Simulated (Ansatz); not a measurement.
## SnPH6Cl: nudged elastic band (part 2 of 2)

SnPH6Cl; RHF/def2-SVP (Ansatz 0.2.0). It belongs to a series of runs on one base structure; here: band between the two ends.

Geometry of the input (Å):
```
Sn 0.7617  0.2472  -0.3804
Cl 0.9118  -0.0820  1.9603
H  2.3693  0.2827  -0.9408
H  -0.0292  1.7323  -0.6152
H  -0.0991  -1.0785  -1.0029
P  -3.2653  -0.3969  1.4128
H  -3.8100  -1.6994  1.3746
H  -4.4297  0.2251  1.9137
H  -2.6262  -0.5426  2.6611
```

## The program's output, continued
```
NEB iter  48: max|band force component| = 3.717e-1 eV/Å  barrier→ = 2.0736 eV  barrier← = 1.3447 eV  CI = image 4  Δτ_max = 0.0711 Å  (178 SCF iters)
NEB iter  49: max|band force component| = 3.159e-1 eV/Å  barrier→ = 2.0584 eV  barrier← = 1.3296 eV  CI = image 4  Δτ_max = 0.0705 Å  (184 SCF iters)
NEB iter  50: max|band force component| = 1.258e-1 eV/Å  barrier→ = 2.0522 eV  barrier← = 1.3233 eV  CI = image 4  Δτ_max = 0.0438 Å  (170 SCF iters)
NEB iter  51: max|band force component| = 5.110e-2 eV/Å  barrier→ = 2.0496 eV  barrier← = 1.3207 eV  CI = image 4  Δτ_max = 0.0987 Å  (171 SCF iters)
NEB iter  52: max|band force component| = 1.578e-1 eV/Å  barrier→ = 2.0488 eV  barrier← = 1.3200 eV  CI = image 4  Δτ_max = 0.0494 Å  (179 SCF iters)
NEB iter  53: max|band force component| = 1.549e-1 eV/Å  barrier→ = 2.0483 eV  barrier← = 1.3195 eV  CI = image 4  Δτ_max = 0.0496 Å  (174 SCF iters)
NEB iter  54: max|band force component| = 9.473e-2 eV/Å  barrier→ = 2.0483 eV  barrier← = 1.3194 eV  CI = image 4  Δτ_max = 0.0494 Å  (173 SCF iters)
the calculation of the forces begins
reference -27668.63692264 eV, -1016.8036524314 hartree; 30, 30 occupied and 62, 62 virtual orbitals, 1048 factors
1043 factors; integrals over basis functions are off by at most 1.5e-3 eV
mean field -27667.35351198 eV, -1016.7564879595 hartree, gradient 5.2e-5 eV, S^2 0.000000; 1 other end points of the search recorded, 0 dependent functions left out
the calculation of the forces begins
reference -27667.35351198 eV, -1016.7564879595 hartree; 30, 30 occupied and 62, 62 virtual orbitals, 1043 factors
NEB iter  55: max|band force component| = 4.419e-2 eV/Å  barrier→ = 2.0483 eV  barrier← = 1.3194 eV  CI = image 4  Δτ_max = 0.0000 Å  (361 SCF iters)
```

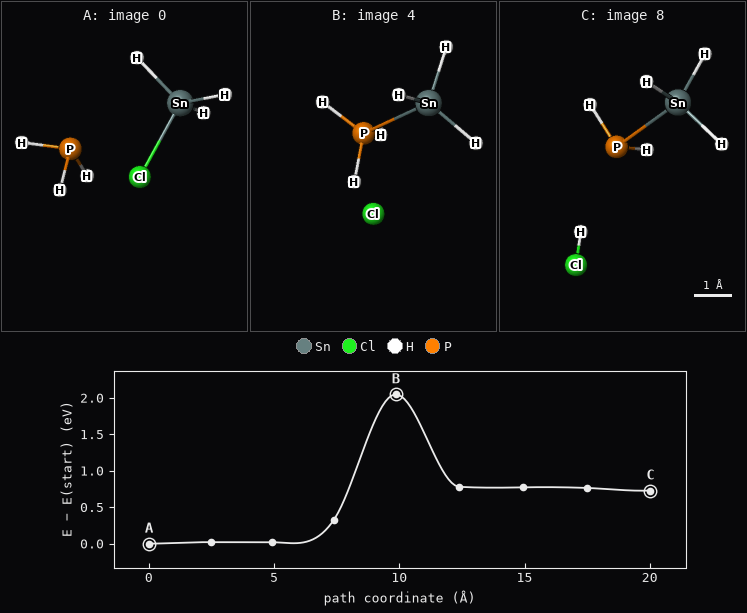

Images of the last band (counted from 0; ball-and-stick, seen at a tilt) above the energy along the path; the line is a cubic interpolation that uses the forces. The highest image is number 4, 2.048 eV above the start and 1.319 eV above the end (the climbing image); the end lies 0.729 eV above the start. The path is 20.03 Å long. The band converged in 55 iterations.

```
Total energy: -27667.35351198 eV, -1016.7564879595 hartree
Atom 0 at    -0.318254     0.181824    -0.323686 Å, force    -0.003823    -0.003978     0.005324 eV/Å
Atom 1 at     0.251405    -1.452859     2.601686 Å, force    -0.000023     0.001184     0.000193 eV/Å
Atom 2 at     0.780925     1.182414     0.472948 Å, force     0.000566     0.000930    -0.001376 eV/Å
Atom 3 at    -1.037916     1.032422    -1.632025 Å, force    -0.000314    -0.000101    -0.000606 eV/Å
Atom 4 at     0.155149    -1.354759    -0.833872 Å, force     0.000392     0.002130     0.000088 eV/Å
Atom 5 at    -2.296996    -0.172567     1.299175 Å, force    -0.000922    -0.001343    -0.003228 eV/Å
Atom 6 at    -3.400441    -0.810964     0.720177 Å, force     0.000134    -0.000627    -0.002842 eV/Å
Atom 7 at    -2.843209     1.028772     1.765078 Å, force     0.003067     0.002795     0.002420 eV/Å
Atom 8 at    -1.507364    -0.946387     2.313718 Å, force     0.000923    -0.000989     0.000027 eV/Å
Dipole moment:    -1.069724     0.738179    -0.936634 e Å
this run last wrote the band of iteration 55 to [file]
```

## The last band as extended XYZ (Å, eV, eV/Å)
```
9
Properties=species:S:1:pos:R:3:forces:R:3 image=0 energy=-27669.40176
Sn    0.7617    0.2472   -0.3804   -0.0079   0.0022  -0.0107
Cl    0.9118   -0.0820    1.9603    0.0022  -0.0045   0.0089
H     2.3693    0.2827   -0.9408   -0.0024   0.0029  -0.0001
H    -0.0292    1.7323   -0.6152    0.0000  -0.0045   0.0034
H    -0.0991   -1.0785   -1.0029    0.0066   0.0003  -0.0014
P    -3.2653   -0.3969    1.4128    0.0092  -0.0021  -0.0053
H    -3.8100   -1.6994    1.3746   -0.0009   0.0024   0.0048
H    -4.4297    0.2251    1.9137   -0.0030   0.0022  -0.0003
H    -2.6262   -0.5426    2.6611   -0.0040   0.0011   0.0007
9
Properties=species:S:1:pos:R:3:forces:R:3 image=1 energy=-27669.38074
Sn    1.0928    0.0992   -0.4965    0.0012  -0.0011  -0.0031
Cl    0.6515   -0.1224    1.8197   -0.0018  -0.0009   0.0014
H     2.7387    0.5040   -0.6301   -0.0032  -0.0009   0.0021
H     0.0701    1.3351   -1.0591    0.0031  -0.0016  -0.0015
H     0.7354   -1.4102   -1.1930    0.0025   0.0041  -0.0016
P    -4.1052    0.0537    1.8521   -0.0024   0.0015  -0.0018
H    -4.2404   -1.0812    1.0206   -0.0007  -0.0011   0.0025
H    -4.4498   -0.6184    3.0458    0.0014  -0.0009   0.0014
H    -2.7099   -0.0720    2.0237   -0.0002   0.0009   0.0007
9
Properties=species:S:1:pos:R:3:forces:R:3 image=2 energy=-27669.38168
Sn    1.0359   -0.2267   -0.4975   -0.0011  -0.0003   0.0009
Cl    0.7023   -0.9297    1.7395   -0.0038  -0.0001  -0.0013
H     1.9539    1.2016   -0.4197   -0.0004   0.0004   0.0032
H    -0.5142    0.0273   -1.1472   -0.0013   0.0014  -0.0048
H     1.8651   -1.4913   -1.2747    0.0007  -0.0003   0.0031
P    -3.8107    0.5334    1.7820   -0.0008   0.0007   0.0008
H    -4.2896   -0.5730    1.0452   -0.0014  -0.0024   0.0027
H    -4.5425    0.2375    2.9536    0.0061   0.0009  -0.0013
H    -2.6169   -0.0913    2.2021    0.0021  -0.0004  -0.0033
9
Properties=species:S:1:pos:R:3:forces:R:3 image=3 energy=-27669.07060
Sn    0.4263   -0.1257   -0.3299    0.1878  -0.0381  -0.0012
Cl    0.3097   -1.3190    1.7405    0.0065  -0.0133  -0.2405
H     1.3404    1.2348    0.1089    0.1115   0.0136  -0.0980
H    -1.0069    0.3566   -1.1066   -0.0023  -0.1662   0.1471
H     1.1732   -1.3023   -1.2930    0.2522   0.0234  -0.1354
P    -2.7518    0.1809    1.5106   -0.1053   0.0868   0.0731
H    -3.7018   -0.7122    0.9657   -0.0321   0.0345   0.0626
H    -3.6576    1.0030    2.2008   -0.2055  -0.0161   0.1200
H    -2.3483   -0.6281    2.5863   -0.2129   0.0754   0.0724
9
Properties=species:S:1:pos:R:3:forces:R:3 image=4 energy=-27667.35351
Sn   -0.3183    0.1818   -0.3237   -0.0038  -0.0040   0.0053
Cl    0.2514   -1.4529    2.6017    0.0000   0.0012   0.0002
H     0.7809    1.1824    0.4729    0.0006   0.0009  -0.0014
H    -1.0379    1.0324   -1.6320   -0.0003  -0.0001  -0.0006
H     0.1551   -1.3548   -0.8339    0.0004   0.0021   0.0001
P    -2.2970   -0.1726    1.2992   -0.0009  -0.0013  -0.0032
H    -3.4004   -0.8110    0.7202    0.0001  -0.0006  -0.0028
H    -2.8432    1.0288    1.7651    0.0031   0.0028   0.0024
H    -1.5074   -0.9464    2.3137    0.0009  -0.0010   0.0000
9
Properties=species:S:1:pos:R:3:forces:R:3 image=5 energy=-27668.62166
Sn   -0.6472    0.3659   -0.5061   -0.0020   0.0045  -0.0012
Cl    0.2013   -0.9872    3.4186   -0.0001   0.0019   0.0090
H     0.4485    1.4856    0.1711   -0.0007   0.0019  -0.0040
H    -0.8702    0.7121   -2.1665    0.0036  -0.0034  -0.0060
H    -0.0297   -1.2227   -0.3515   -0.0082   0.0041   0.0063
P    -2.8956    0.6418    0.6404   -0.0128   0.0106  -0.0192
H    -3.4060   -0.6209    0.2594   -0.0020   0.0061  -0.0049
H    -2.4543    0.2276    1.9155    0.0101  -0.0099   0.0126
H    -0.5635   -1.9144    3.0023    0.0122  -0.0159   0.0073
9
Properties=species:S:1:pos:R:3:forces:R:3 image=6 energy=-27668.62896
Sn   -0.6620    0.2288   -0.4742    0.0002   0.0018  -0.0068
Cl   -0.0006   -1.3500    3.4742   -0.0006  -0.0035   0.0011
H     0.4470    1.0185    0.5605   -0.0077   0.0035   0.0016
H    -0.7094    1.0538   -1.9730    0.0043  -0.0019  -0.0025
H    -0.1605   -1.3841   -0.7350    0.0012   0.0011   0.0072
P    -2.9788    0.3765    0.5486    0.0041   0.0121  -0.0022
H    -3.5934   -0.4787   -0.3941   -0.0029  -0.0055   0.0038
H    -2.7656   -0.6235    1.5224    0.0012  -0.0048   0.0028
H     0.2067   -0.1535    3.8539    0.0002  -0.0028  -0.0050
9
Properties=species:S:1:pos:R:3:forces:R:3 image=7 energy=-27668.63692
Sn   -0.5579    0.1121   -0.6279   -0.0025  -0.0025  -0.0046
Cl    0.0884   -0.6444    3.9480   -0.0003   0.0050   0.0029
H     0.9193    0.2547    0.2130    0.0008  -0.0041  -0.0007
H    -0.8129    1.5032   -1.5884   -0.0006   0.0023   0.0026
H    -0.5269   -1.2752   -1.6257   -0.0008   0.0005  -0.0051
P    -2.4482   -0.0093    1.0658    0.0025  -0.0024   0.0090
H    -3.5017    0.0671    0.1286    0.0039   0.0039   0.0006
H    -2.4623   -1.4163    1.1825    0.0025  -0.0037  -0.0038
H    -0.9145    0.0960    3.6874   -0.0055   0.0011  -0.0008
9
Properties=species:S:1:pos:R:3:forces:R:3 image=8 energy=-27668.67292
Sn   -0.5220   -0.0105   -0.7211    0.0075   0.0129  -0.0169
Cl   -0.1722    0.4816    4.5087   -0.0154  -0.0046  -0.0153
H     0.9117   -0.8562   -0.3385   -0.0149   0.0106  -0.0073
H    -0.2383    1.6746   -0.7163    0.0010  -0.0262   0.0044
H    -1.0942   -0.4965   -2.2581    0.0070   0.0030   0.0211
P    -2.2195   -0.5081    1.1019   -0.0017  -0.0080  -0.0017
H    -3.3289    0.0934    0.4701   -0.0005   0.0005  -0.0003
H    -2.5161   -1.8291    0.7023    0.0019   0.0051   0.0007
H    -1.0373    0.1386    3.6343    0.0151   0.0067   0.0154
```

## Summary

- outcome: converged
- barrier, forward: 2.048 eV
- barrier, backward: 1.319 eV
- hardware: 1 thread of Arm Neoverse V2, 24 GiB of memory available, shared host
- wall time: 12 min
- peak memory: 0.2 GiB

The order of the saddle point was not checked.
